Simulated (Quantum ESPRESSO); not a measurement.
# Magnetic state of MnCO3 (Rhodochrosite) from several starts, part 2 of 2

A self-consistent run ends on one state, which hangs on the start. Several orders of MnCO3 (Rhodochrosite) are started in Quantum ESPRESSO and their energies compared.

Quantum ESPRESSO 7.5; LDA with U = 4 eV on Mn d (ortho-atomic projectors); plane waves with GBRV 1.5 LDA potentials, no spin-orbit coupling.

So far, absolute magnetization (μB): step 2 (start 1: ferro ++) 10.

## 3. Run 2 (antiferro +−)

Input file pw.in:

```
&CONTROL
  calculation = 'scf'
  prefix = 'pwscf'
  outdir = './tmp'
  pseudo_dir = './pseudo'
  disk_io = 'nowf'
/
&SYSTEM
  ibrav = 0
  nat = 10
  ntyp = 4
  ecutwfc = 40
  ecutrho = 280
  nbnd = 50
  occupations = 'smearing'
  smearing = 'fd'
  degauss = 0.00367493
  nspin = 2
  starting_magnetization(1) = 0.3
  starting_magnetization(2) = -0.3
  starting_magnetization(3) = 0
  starting_magnetization(4) = 0
/
&ELECTRONS
  conv_thr = 2d-08
  electron_maxstep = 150
  mixing_beta = 0.3
/
ATOMIC_SPECIES
Mn1    54.9380 mn_lda_v1.5.uspp.F.UPF
Mn2    54.9380 mn_lda_v1.5.uspp.F.UPF
C      12.0110 c_lda_v1.2.uspp.F.UPF
O      15.9990 o_lda_v1.2.uspp.F.UPF
CELL_PARAMETERS angstrom
   2.3865000000    1.3778464174    5.2140000000
  -2.3865000000    1.3778464174    5.2140000000
   0.0000000000   -2.7556928348    5.2140000000
ATOMIC_POSITIONS crystal
Mn1     0.0000000000    0.0000000000    0.0000000000
Mn2     0.5000000000    0.5000000000    0.5000000000
C       0.2500000000    0.2500000000    0.2500000000
C       0.7500000000    0.7500000000    0.7500000000
O       0.5195000000    0.9805000000    0.2500000000
O       0.2500000000    0.5195000000    0.9805000000
O       0.9805000000    0.2500000000    0.5195000000
O       0.4805000000    0.0195000000    0.7500000000
O       0.7500000000    0.4805000000    0.0195000000
O       0.0195000000    0.7500000000    0.4805000000
K_POINTS automatic
6 6 6 0 0 0
HUBBARD {ortho-atomic}
U Mn1-3d 4.0000
U Mn2-3d 4.0000
```

Launch:

```bash
$ OMP_NUM_THREADS=1 mpirun -n 4 pw.x -nk 4 -in pw.in > pw.out
```

What it wrote:

```text
[banner, memory and clock lines left out]
Program PWSCF v.7.5 starts

     Message from routine setup:
     using ibrav=0 with symmetry is DISCOURAGED, use correct ibrav instead

     bravais-lattice index     =            0
     lattice parameter (alat)  =      11.1445  a.u.
     unit-cell volume          =     694.1944 (a.u.)^3
     number of atoms/cell      =           10
     number of atomic types    =            4
     number of electrons       =        74.00
     number of Kohn-Sham states=           50
     kinetic-energy cutoff     =      40.0000  Ry
     charge density cutoff     =     280.0000  Ry
     scf convergence threshold =      2.0E-08
     mixing beta               =       0.3000
     number of iterations used =            8  plain     mixing
     Exchange-correlation= SLA  PZ   NOGX NOGC
                           (   1   1   0   0   0   0   0)
     Hubbard projectors: ortho-atomic
     Hubbard parameters of DFT+U (Dudarev formulation) in eV:
     U(Mn1-3d) =  4.0000
     U(Mn2-3d) =  4.0000

     Internal variables: lda_plus_u =T, lda_plus_u_kind = 0

     Internal variables: orbital_resolved =F, hub_pot_fix =F, apply_U = F

     celldm(1)=  11.144521  celldm(2)=   0.000000  celldm(3)=   0.000000
     celldm(4)=   0.000000  celldm(5)=   0.000000  celldm(6)=   0.000000

     crystal axes: (cart. coord. in units of alat)
               a(1) = (   0.404668   0.233635   0.884114 )
               a(2) = (  -0.404668   0.233635   0.884114 )
               a(3) = (   0.000000  -0.467270   0.884114 )

     reciprocal axes: (cart. coord. in units 2 pi/alat)
               b(1) = (  1.235581  0.713363  0.377025 )
               b(2) = ( -1.235581  0.713363  0.377025 )
               b(3) = ( -0.000000 -1.426726  0.377025 )

     PseudoPot. # 1 for Mn read from file:
     mn_lda_v1.5.uspp.F.UPF
     Pseudo is Ultrasoft + core correction, Zval = 15.0

     PseudoPot. # 2 for Mn read from file:
     mn_lda_v1.5.uspp.F.UPF
     Pseudo is Ultrasoft + core correction, Zval = 15.0

     PseudoPot. # 3 for C  read from file:
     c_lda_v1.2.uspp.F.UPF
     Pseudo is Ultrasoft + core correction, Zval =  4.0

     PseudoPot. # 4 for O  read from file:
     o_lda_v1.2.uspp.F.UPF
     Pseudo is Ultrasoft + core correction, Zval =  6.0

     atomic species   valence    mass     pseudopotential
     Mn1              15.00    54.93800     Mn( 1.00)
     Mn2              15.00    54.93800     Mn( 1.00)
     C                 4.00    12.01100     C ( 1.00)
     O                 6.00    15.99900     O ( 1.00)

     Starting magnetic structure
     atomic species   magnetization
     Mn1             0.300
     Mn2            -0.300
     C               0.000
     O               0.000

      6 Sym. Ops., with inversion, found

   Cartesian axes

     site n.     atom                  positions (alat units)
         1        Mn1    tau(   1) = (   0.0000000   0.0000000   0.0000000  )
         2        Mn2    tau(   2) = (   0.0000000   0.0000000   1.3261717  )
         3        C      tau(   3) = (   0.0000000   0.0000000   0.6630858  )
         4        C      tau(   4) = (   0.0000000   0.0000000   1.9892575  )
         5        O      tau(   5) = (  -0.1865520   0.2336352   1.5472003  )
         6        O      tau(   6) = (  -0.1090580  -0.2783763   1.5472003  )
         7        O      tau(   7) = (   0.2956100   0.0447411   1.5472003  )
         8        O      tau(   8) = (   0.1865520  -0.2336352   1.1051431  )
         9        O      tau(   9) = (   0.1090580   0.2783763   1.1051431  )
        10        O      tau(  10) = (  -0.2956100  -0.0447411   1.1051431  )

     number of k points=    40  Fermi-Dirac smearing, width (Ry)=  0.0037
                       cart. coord. in units 2pi/alat
        k(    1) = (   0.0000000   0.0000000   0.0000000), wk =   0.0046296
        k(    2) = (  -0.0000000  -0.2377876   0.0628375), wk =   0.0277778
        k(    3) = (  -0.0000000  -0.4755752   0.1256750), wk =   0.0277778
        k(    4) = (   0.0000000   0.7133628  -0.1885125), wk =   0.0138889
        k(    5) = (  -0.2059301  -0.1188938   0.1256750), wk =   0.0277778
        [... 35 further k-points ...]

     Dense  grid:    54851 G-vectors     FFT dimensions: (  60,  60,  60)

     Smooth grid:    23739 G-vectors     FFT dimensions: (  45,  45,  45)

     Check: negative core charge=   -0.000031
     Generating pointlists ...
     new r_m :   0.1534 (alat units)  1.7092 (a.u.) for type    1
     new r_m :   0.1534 (alat units)  1.7092 (a.u.) for type    2
     new r_m :   0.0900 (alat units)  1.0027 (a.u.) for type    3
     new r_m :   0.0900 (alat units)  1.0027 (a.u.) for type    4

     Initial potential from superposition of free atoms

     starting charge      72.9998, renormalised to      74.0000

     STARTING HUBBARD OCCUPATIONS:

     =================== HUBBARD OCCUPATIONS ===================
     ------------------------ ATOM    1 ------------------------
     Tr[ns(  1)] (up, down, total) =   5.00000  0.00000  5.00000
     Atomic magnetic moment for atom   1 =   5.00000
     [... lines left out ...]
     ------------------------ ATOM    2 ------------------------
     Tr[ns(  2)] (up, down, total) =   0.00000  5.00000  5.00000
     Atomic magnetic moment for atom   2 =  -5.00000
     [... lines left out ...]
     Number of occupied Hubbard levels =   10.0000

     Atomic wfc used for Hubbard projectors are orthogonalized

     Starting wfcs are   58 randomized atomic wfcs

     Self-consistent Calculation

     iteration #  1     ecut=    40.00 Ry     beta= 0.30
     Davidson diagonalization with overlap
     ethr =  1.00E-02,  avg # of iterations =  3.0

     =================== HUBBARD OCCUPATIONS ===================
     ------------------------ ATOM    1 ------------------------
     Tr[ns(  1)] (up, down, total) =   4.95566  0.13615  5.09181
     Atomic magnetic moment for atom   1 =   4.81951
     [... lines left out ...]
     ------------------------ ATOM    2 ------------------------
     Tr[ns(  2)] (up, down, total) =   0.13615  4.95565  5.09180
     Atomic magnetic moment for atom   2 =  -4.81950
     [... lines left out ...]
     Number of occupied Hubbard levels =   10.1836

     total energy              =    -639.00311736 Ry
     estimated scf accuracy    <       1.23347850 Ry

     total magnetization       =     0.00 Bohr mag/cell
     absolute magnetization    =     9.72 Bohr mag/cell

     iteration #  2     ecut=    40.00 Ry     beta= 0.30
     Davidson diagonalization with overlap
     ethr =  1.67E-03,  avg # of iterations =  2.0

     total energy              =    -639.16573283 Ry
     estimated scf accuracy    <       0.10117881 Ry

     total magnetization       =     0.00 Bohr mag/cell
     absolute magnetization    =     9.67 Bohr mag/cell

     [... further iterations left out ...]

     iteration # 10     ecut=    40.00 Ry     beta= 0.30
     Davidson diagonalization with overlap
     ethr =  7.83E-10,  avg # of iterations =  2.3

     negative rho (up, down):  3.489E-04 3.489E-04

     total energy              =    -639.17529225 Ry
     estimated scf accuracy    <       0.00000009 Ry

     total magnetization       =     0.00 Bohr mag/cell
     absolute magnetization    =     9.68 Bohr mag/cell

     iteration # 11     ecut=    40.00 Ry     beta= 0.30
     Davidson diagonalization with overlap
     ethr =  1.17E-10,  avg # of iterations =  2.0

     negative rho (up, down):  3.488E-04 3.488E-04

     Magnetic moment per site  (integrated on atomic sphere of radius R)
     atom   1 (R=0.153)  charge= 12.4858  magn=  4.2571
     atom   2 (R=0.153)  charge= 12.4858  magn= -4.2571
     atom   3 (R=0.090)  charge=  1.3071  magn=  0.0000
     atom   4 (R=0.090)  charge=  1.3071  magn=  0.0000
     atom   5 (R=0.090)  charge=  3.2993  magn= -0.0000
     atom   6 (R=0.090)  charge=  3.2993  magn= -0.0000
     atom   7 (R=0.090)  charge=  3.2993  magn= -0.0000
     atom   8 (R=0.090)  charge=  3.2993  magn= -0.0000
     atom   9 (R=0.090)  charge=  3.2993  magn= -0.0000
     atom  10 (R=0.090)  charge=  3.2993  magn= -0.0000

     End of self-consistent calculation

     =================== HUBBARD OCCUPATIONS ===================
     ------------------------ ATOM    1 ------------------------
     Tr[ns(  1)] (up, down, total) =   4.97444  0.22574  5.20018
     Atomic magnetic moment for atom   1 =   4.74870
     [... lines left out ...]
     ------------------------ ATOM    2 ------------------------
     Tr[ns(  2)] (up, down, total) =   0.22574  4.97444  5.20018
     Atomic magnetic moment for atom   2 =  -4.74870
     [... lines left out ...]
     Number of occupied Hubbard levels =   10.4004

     [... lines left out ...]
     the Fermi energy is     8.7160 ev

!    total energy              =    -639.17529227 Ry
     estimated scf accuracy    <          5.3E-09 Ry
     smearing contrib. (-TS)   =       0.00000000 Ry
     internal energy E=F+TS    =    -639.17529227 Ry

     The total energy is F=E-TS. E is the sum of the following terms:
     one-electron contribution =    -329.28015024 Ry
     hartree contribution      =     199.02778614 Ry
     xc contribution           =    -103.28784947 Ry
     ewald contribution        =    -405.70434535 Ry
     Hubbard energy            =       0.06926664 Ry

     total magnetization       =    -0.00 Bohr mag/cell
     absolute magnetization    =     9.68 Bohr mag/cell

     convergence has been achieved in  11 iterations
```

Elapsed: 62 s, on 4 MPI ranks of Intel Xeon Platinum 8488C (Sapphire Rapids), shared host; peak memory 0.74 GiB; 4.1 min of CPU time.

Spin moment in the atom's sphere by atom:

```tsv
atom	spin moment in the atom's sphere (μB)
Mn1	4.26
Mn2	-4.26
C3	0.00
C4	0.00
O5	0.00
O6	0.00
O7	0.00
O8	0.00
O9	0.00
O10	0.00
```

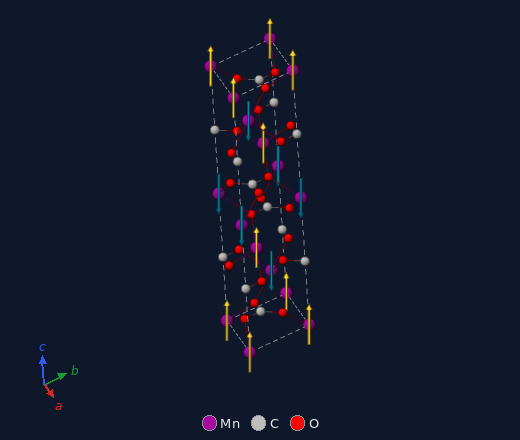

Spin moment in the atom's sphere as arrows, the longest 4.26 μB. Up and down stand for the sign. Arrows give size and sign along the axis of quantisation, drawn up and down the page. The two directions have two colours. Bonds to atoms that aren't drawn are left out. Some periodic images of atoms are drawn too.

This step gave:

| Item | Value |
| --- | --- |
| smearing term TS | 0 eV |
| magnetization | 0 μB |
| absolute magnetization | 9.68 μB |
| final state | antiferromagnetic |

## 4. Ranking

An order is kept where moments of 0.15 μB or more survive with the typed signs; meshes match where a doubled cell samples the same k points as the first cell.

Orders:

```tsv
start	final state	typed order kept	energy over the lowest (meV a seeded atom)	largest site moment (μB)	net moment (μB a cell of the first run)	mesh matched	CPU time (s)
ferro ++	ferromagnetic	yes	14.24	4.266	10	yes	232.7
antiferro +-	antiferromagnetic	yes	0	4.257	0	yes	245.6
```

## 5. Occupations of the corrected shells in the lowest state

Occupations of the Hubbard shells:

```tsv
block	type	shell	spin	electrons	occupation numbers
1	Mn1	3d	up	4.974	0.991 0.991 0.997 0.998 0.998
1	Mn1	3d	down	0.2257	0.016 0.016 0.023 0.085 0.085
2	Mn2	3d	up	0.2257	0.016 0.016 0.023 0.085 0.085
2	Mn2	3d	down	4.974	0.991 0.991 0.997 0.998 0.998
```

## 6. What came out

| Quantity | Value |
| --- | --- |
| lowest state found | antiferromagnetic (from antiferro +-) |
| largest site moment | 4.26 μB |
| next state with moments | ferromagnetic, 14.2 meV a seeded atom higher |

What this shows: Only these 2 starts were compared; other wavevectors, canted and longer-period orders were not.

[Logs and program files are shortened in this print: banners, set-up blocks, solver, clock and traceback lines can be left out without a mark of their own.]

[Logs are printed without paths, hosts, clocks, repeated set-up lines and the standing remarks that a program may print on its own settings, such as how far it seeks lower states.]

[Hosts, paths, dates, database ids (printed as entryN), source tags and the programs' standing remarks are cut or masked in the printed files.]

[Where a cell is said to come from a database of computed structures, the database is the Materials Project.]
